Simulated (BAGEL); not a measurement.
# Si2H3OF (SMILES F[Si]O[SiH3]), step by step

Aim: a single-point energy (HF/def2-SVP), then the energy (NEVPT2(2,2)/def2-SVP), then the energy (CASPT2(2,2)/def2-SVP) of Si2H3OF. 

The calculation is run with BAGEL 1.2.2.

2 further runs of the same task are left out: 2 set aside as unsound or not needed.

**1. The system as given**

Si2H3OF: 7 atoms, total charge 0, spin state singlet. SMILES: `F[Si]O[SiH3]`. The Si4–H7 distance was set to 2.818 Å, away from the relaxed value. At this shape a bond of the SMILES string is far longer than usual.

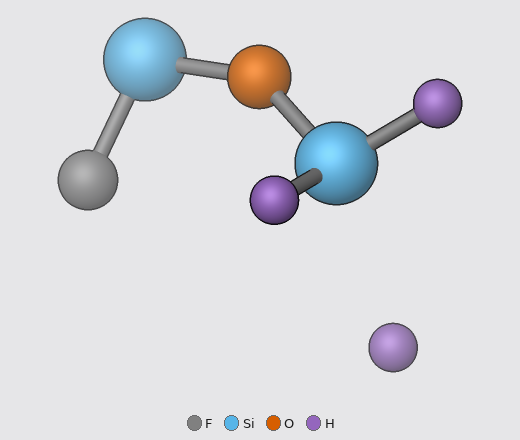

Viewed from a chosen angle; fluorine grey, silicon blue, oxygen orange, hydrogen purple.

**2. A single-point energy at HF/def2-SVP (density fitting with svp-jkfit) (run 1)**

Contents of calc.json:

```json
{ "bagel" : [

{
  "title" : "molecule",
  "basis" : "svp",
  "df_basis" : "svp-jkfit",
  "geometry" : [
    { "atom" : "F", "xyz" : [ -1.29137269, -3.52307500,  3.37437623 ] },
    { "atom" : "Si", "xyz" : [ -3.30960019, -4.15802297,  1.16868789 ] },
    { "atom" : "O", "xyz" : [ -3.51671418, -1.45760434, -0.29792855 ] },
    { "atom" : "Si", "xyz" : [ -2.54785159,  1.51606869, -0.43417781 ] },
    { "atom" : "H", "xyz" : [ -3.83192050,  2.73229642, -2.60509518 ] },
    { "atom" : "H", "xyz" : [ -3.22834197,  2.84019978,  1.94064102 ] },
    { "atom" : "H", "xyz" : [  2.72876452,  1.65502214, -1.14007177 ] }
  ]
},
{
  "title" : "hf"
},
{
  "title" : "print",
  "file" : "orbitals.molden",
  "orbitals" : true
}

]}
```

Launch:

```sh
$ BAGEL_NUM_THREADS=1 BAGEL calc.json > calc.out
```

Standard output:

```text
* using 1 threads per process

  ===============================================================
  ===============================================================

  *** Geometry ***

  { "atom" : "F", "xyz" : [     -1.291373,     -3.523075,      3.374376 ] },
  { "atom" : "Si", "xyz" : [     -3.309600,     -4.158023,      1.168688 ] },
  { "atom" : "O", "xyz" : [     -3.516714,     -1.457604,     -0.297929 ] },
  { "atom" : "Si", "xyz" : [     -2.547852,      1.516069,     -0.434178 ] },
  { "atom" : "H", "xyz" : [     -3.831920,      2.732296,     -2.605095 ] },
  { "atom" : "H", "xyz" : [     -3.228342,      2.840200,      1.940641 ] },
  { "atom" : "H", "xyz" : [      2.728765,      1.655022,     -1.140072 ] },

  Number of auxiliary basis functions:      464

  Since a DF basis is specified, we compute 2- and 3-index integrals:
    o Being stored without compression. Storage requirement is 0.023 GB

  Number of basis functions:       79
  Number of electrons      :       48

    * METHOD: MOLECULE                             0.20

  *** RHF ***

  === Nuclear Repulsion ===
   207.4279609911

      * DIIS with orbital gradients will be used.

  === RHF iteration (svp) ===
      0       -753.28911886          0.02171466           0.06
      1       -753.44029656          0.01552142           0.05
      2       -753.54374869          0.00112444           0.05
      3       -753.54513848          0.00051984           0.05
      4       -753.54531464          0.00012770           0.05
      5       -753.54533014          0.00004063           0.05
      6       -753.54533191          0.00001357           0.05
      7       -753.54533216          0.00000242           0.05
      8       -753.54533217          0.00000099           0.05
      9       -753.54533217          0.00000038           0.05
     10       -753.54533217          0.00000011           0.05
     11       -753.54533217          0.00000005           0.05
     12       -753.54533217          0.00000001           0.05
     13       -753.54533217          0.00000000           0.05
    * SCF iteration converged.

    * Permanent dipole moment:
           (    1.214244,    -0.158011,     0.084373) a.u.

    * METHOD: HF                                   0.89

    * METHOD: PRINT                                0.02

  ===============================================================
```

Wall time 1.2 s (1 thread of Arm Neoverse V1, shared host); peak memory 0.15 GiB.

**3. The energy at NEVPT2(2,2)/def2-SVP (density fitting with svp-jkfit) (run 2)**

Contents of job.json:

```json
{ "bagel": [

{
  "title": "molecule",
  "basis": "svp",
  "df_basis": "svp-jkfit",
  "angstrom": false,
  "geometry": [
    { "atom": "F", "xyz": [    -1.29137269,    -3.52307500,     3.37437623 ] },
    { "atom": "Si", "xyz": [    -3.30960019,    -4.15802297,     1.16868789 ] },
    { "atom": "O", "xyz": [    -3.51671418,    -1.45760434,    -0.29792855 ] },
    { "atom": "Si", "xyz": [    -2.54785159,     1.51606869,    -0.43417781 ] },
    { "atom": "H", "xyz": [    -3.83192050,     2.73229642,    -2.60509518 ] },
    { "atom": "H", "xyz": [    -3.22834197,     2.84019978,     1.94064102 ] },
    { "atom": "H", "xyz": [     2.72876452,     1.65502214,    -1.14007177 ] }
  ]
},

{ "title": "hf" },

{ "title": "nevpt2", "nstate": 1, "nact": 2, "nclosed": 23, "active": [24, 25], "maxiter": 200, "natocc": true, "ncore": 12 },

{ "title": "print", "file": "orbitals.molden", "orbitals": true }

]}
```

Launch:

```sh
$ BAGEL_NUM_THREADS=1 BAGEL job.json > job.out
```

Standard output:

```text
* using 1 threads per process

  ===============================================================
  ===============================================================

  *** Geometry ***

  { "atom" : "F", "xyz" : [     -1.291373,     -3.523075,      3.374376 ] },
  { "atom" : "Si", "xyz" : [     -3.309600,     -4.158023,      1.168688 ] },
  { "atom" : "O", "xyz" : [     -3.516714,     -1.457604,     -0.297929 ] },
  { "atom" : "Si", "xyz" : [     -2.547852,      1.516069,     -0.434178 ] },
  { "atom" : "H", "xyz" : [     -3.831920,      2.732296,     -2.605095 ] },
  { "atom" : "H", "xyz" : [     -3.228342,      2.840200,      1.940641 ] },
  { "atom" : "H", "xyz" : [      2.728765,      1.655022,     -1.140072 ] },

  Number of auxiliary basis functions:      464

  Since a DF basis is specified, we compute 2- and 3-index integrals:
    o Being stored without compression. Storage requirement is 0.023 GB

  Number of basis functions:       79
  Number of electrons      :       48

    * METHOD: MOLECULE                             0.19

  *** RHF ***

  === Nuclear Repulsion ===
   207.4279609911

      * DIIS with orbital gradients will be used.

  === RHF iteration (svp) ===
      0       -753.28911886          0.02171466           0.06
      1       -753.44029656          0.01552142           0.05
      2       -753.54374869          0.00112444           0.05
      3       -753.54513848          0.00051984           0.05
      4       -753.54531464          0.00012770           0.05
      5       -753.54533014          0.00004063           0.05
      6       -753.54533191          0.00001357           0.05
      7       -753.54533216          0.00000242           0.05
      8       -753.54533217          0.00000099           0.05
      9       -753.54533217          0.00000038           0.05
     10       -753.54533217          0.00000011           0.05
     11       -753.54533217          0.00000005           0.05
     12       -753.54533217          0.00000001           0.05
     13       -753.54533217          0.00000000           0.05
    * SCF iteration converged.

    * Permanent dipole moment:
           (    1.214244,    -0.158011,     0.084373) a.u.

    * METHOD: HF                                   0.90

    * freezing 12 orbitals
  ---------------------------
      CASSCF calculation
  ---------------------------

    ==== Active orbitals : =====
         Orbital 24
         Orbital 25
    ============================

    * nstate   :      1
    * nclosed  :     23
    * nact     :      2
    * nvirt    :     54
  === CASSCF iteration (svp) ===

    * Using the second-order algorithm

      0  0      -753.57846998     3.88e-03      0.02

      1  0      -753.60207980     9.76e-04      0.30

      2  0      -753.60317426     3.42e-04      0.28

      3  0      -753.60323547     1.03e-04      0.29

      4  0      -753.60324037     2.95e-05      0.29

      5  0      -753.60324076     8.37e-06      0.29

      6  0      -753.60324079     2.37e-06      0.29

      7  0      -753.60324080     6.72e-07      0.29

      8  0      -753.60324080     1.90e-07      0.28

      9  0      -753.60324080     5.39e-08      0.26

     10  0      -753.60324080     1.53e-08      0.23

     11  0      -753.60324080     4.32e-09      0.22

    * Second-order optimization converged. *

     guess   0:   closed 1.                   open ..

  === FCI iteration ===

      0  0      -753.53807151     7.61e-02      0.00
      1  0      -753.60094205     1.39e-02      0.00
      2  0 *    -753.60324080     3.80e-16      0.00

     * ci vector, state   0, <S^2> = 0.0000
       2.     0.9186147819
       .2    -0.3951542515

  === DF-NEVPT2 calculation ===

    * 3-index integral transformation done
    * assembly done

      NEVPT2 correlation energy:   -0.5237004922      0.13

          (+0)     -0.4966526141
          (+0)'    -0.0033606993
          (+1)     -0.0085218379
          (+1)'    -0.0000000000
          (+2)     -0.0001874143
          (-1)     -0.0135025381
          (-1)'     0.0000000000
          (-2)     -0.0014753886

      NEVPT2 total energy:       -754.1269412880

    * METHOD: NEVPT2                               3.40

    * METHOD: PRINT                                0.02

  ===============================================================
```

Run time: 4.8 s. Hardware: 1 thread of Arm Neoverse V1, shared host; peak memory 0.15 GiB.

**4. A single-point energy at CASPT2(2,2)/def2-SVP (density fitting with svp-jkfit) (run 3)**

Contents of calc.json:

```json
{ "bagel": [

{
  "title": "molecule",
  "basis": "svp",
  "df_basis": "svp-jkfit",
  "geometry": [
    { "atom": "F", "xyz": [    -1.29137269,    -3.52307500,     3.37437623 ] },
    { "atom": "Si", "xyz": [    -3.30960019,    -4.15802297,     1.16868789 ] },
    { "atom": "O", "xyz": [    -3.51671418,    -1.45760434,    -0.29792855 ] },
    { "atom": "Si", "xyz": [    -2.54785159,     1.51606869,    -0.43417781 ] },
    { "atom": "H", "xyz": [    -3.83192050,     2.73229642,    -2.60509518 ] },
    { "atom": "H", "xyz": [    -3.22834197,     2.84019978,     1.94064102 ] },
    { "atom": "H", "xyz": [     2.72876452,     1.65502214,    -1.14007177 ] }
  ]
},

{ "title": "hf" },

{ "title": "casscf", "nstate": 1, "nact": 2, "nclosed": 23, "active": [24, 25], "maxiter": 200, "natocc": "true" },

{ "title": "print", "file": "orbitals.molden", "orbitals": "true" },

{ "title": "smith", "method": "caspt2", "ms": "true", "xms": "true", "sssr": "true", "shift": 0.2, "shift_imag": "true", "ncore": 12 }

]}
```

Launch:

```sh
$ BAGEL_NUM_THREADS=1 BAGEL calc.json > calc.out
```

Standard output:

```text
* using 1 threads per process

  ===============================================================
  ===============================================================

  *** Geometry ***

  { "atom" : "F", "xyz" : [     -1.291373,     -3.523075,      3.374376 ] },
  { "atom" : "Si", "xyz" : [     -3.309600,     -4.158023,      1.168688 ] },
  { "atom" : "O", "xyz" : [     -3.516714,     -1.457604,     -0.297929 ] },
  { "atom" : "Si", "xyz" : [     -2.547852,      1.516069,     -0.434178 ] },
  { "atom" : "H", "xyz" : [     -3.831920,      2.732296,     -2.605095 ] },
  { "atom" : "H", "xyz" : [     -3.228342,      2.840200,      1.940641 ] },
  { "atom" : "H", "xyz" : [      2.728765,      1.655022,     -1.140072 ] },

  Number of auxiliary basis functions:      464

  Since a DF basis is specified, we compute 2- and 3-index integrals:
    o Being stored without compression. Storage requirement is 0.023 GB

  Number of basis functions:       79
  Number of electrons      :       48

    * METHOD: MOLECULE                             0.20

  *** RHF ***

  === Nuclear Repulsion ===
   207.4279609911

      * DIIS with orbital gradients will be used.

  === RHF iteration (svp) ===
      0       -753.28911886          0.02171466           0.06
      1       -753.44029656          0.01552142           0.06
      2       -753.54374869          0.00112444           0.06
      3       -753.54513848          0.00051984           0.05
      4       -753.54531464          0.00012770           0.06
      5       -753.54533014          0.00004063           0.05
      6       -753.54533191          0.00001357           0.05
      7       -753.54533216          0.00000242           0.05
      8       -753.54533217          0.00000099           0.06
      9       -753.54533217          0.00000038           0.06
     10       -753.54533217          0.00000011           0.06
     11       -753.54533217          0.00000005           0.05
     12       -753.54533217          0.00000001           0.06
     13       -753.54533217          0.00000000           0.06
    * SCF iteration converged.

    * Permanent dipole moment:
           (    1.214244,    -0.158011,     0.084373) a.u.

    * METHOD: HF                                   0.92

  ---------------------------
      CASSCF calculation
  ---------------------------

    ==== Active orbitals : =====
         Orbital 24
         Orbital 25
    ============================

    * nstate   :      1
    * nclosed  :     23
    * nact     :      2
    * nvirt    :     54
  === CASSCF iteration (svp) ===

    * Using the second-order algorithm

      0  0      -753.57846998     3.88e-03      0.02

      1  0      -753.60207980     9.76e-04      0.30

      2  0      -753.60317426     3.42e-04      0.28

      3  0      -753.60323547     1.03e-04      0.29

      4  0      -753.60324037     2.95e-05      0.28

      5  0      -753.60324076     8.37e-06      0.29

      6  0      -753.60324079     2.37e-06      0.28

      7  0      -753.60324080     6.72e-07      0.29

      8  0      -753.60324080     1.90e-07      0.28

      9  0      -753.60324080     5.39e-08      0.26

     10  0      -753.60324080     1.53e-08      0.23

     11  0      -753.60324080     4.32e-09      0.22

    * Second-order optimization converged. *

     guess   0:   closed 1.                   open ..

  === FCI iteration ===

      0  0      -753.53807151     7.61e-02      0.00
      1  0      -753.60094205     1.39e-02      0.00
      2  0 *    -753.60324080     3.80e-16      0.00

     * ci vector, state   0, <S^2> = 0.0000
       2.     0.9186147819
       .2    -0.3951542515

    * METHOD: CASSCF                               3.17

    * METHOD: PRINT                                0.02

  === SMITH program ===

    * freezing 12 orbitals

    * Approximate memory requirement for SMITH calulation per MPI process:
      o Storage requirement for T-amplitude, lambda, and residual is 0.01 GB
      o Storage requirement for MO integrals is 0.00 GB
    * Calculating and saving rdm4f

    * Zeroth order energy : state  0       -0.5017480340

    * CASPT2 iteration is performed using orthogonal basis

      -------------------------------------------  CASPT2 iteration  ---------------------------------------------------
       #      aibj      arbs      arbi      airj      risj      airs      arst      rist         Etot      error   time
      ------------------------------------------------------------------------------------------------------------------

       0  -0.49481  -0.00183  -0.01423  -0.00932  -0.00030  -0.00332  -0.00000  -0.00000   -0.5238104  0.0004473   0.07
       1  -0.49484  -0.00183  -0.01424  -0.00936  -0.00031  -0.00335   0.00000  -0.00000   -0.5239321  0.0000551   0.06
       2  -0.49484  -0.00183  -0.01424  -0.00936  -0.00031  -0.00335  -0.00000  -0.00000   -0.5239338  0.0000076   0.06
       3  -0.49484  -0.00183  -0.01424  -0.00936  -0.00031  -0.00335  -0.00000  -0.00000   -0.5239338  0.0000011   0.06
       4  -0.49484  -0.00183  -0.01424  -0.00936  -0.00031  -0.00335   0.00000  -0.00000   -0.5239338  0.0000001   0.07

      ------------------------------------------------------------------------------------------------------------------

    * CASPT2 energy : state  0     -754.1297006066
        w/o shift correction       -754.1271745838
        reference weight              0.8644342001

    * METHOD: SMITH                                0.51

  ===============================================================
```

Run time: 5.1 s. Hardware: 1 thread of Arm Neoverse V1, shared host; peak memory 0.15 GiB.

**5. Results**

```
                                 quantity          value
         run 1, HF/def2-SVP: total energy  -753.54533 Eh
        run 1, HF/def2-SVP: dipole moment         3.12 D
          run 1, HF/def2-SVP: HOMO energy       -8.88 eV
          run 1, HF/def2-SVP: LUMO energy        0.15 eV
        run 1, HF/def2-SVP: HOMO–LUMO gap        9.02 eV
run 2, NEVPT2(2,2)/def2-SVP: total energy  -754.12694 Eh
run 3, CASPT2(2,2)/def2-SVP: total energy  -754.12970 Eh
```

One bond (run 1, HF/def2-SVP) is far stretched, which a spin-restricted single reference describes badly; a broken-symmetry solution may lie lower.
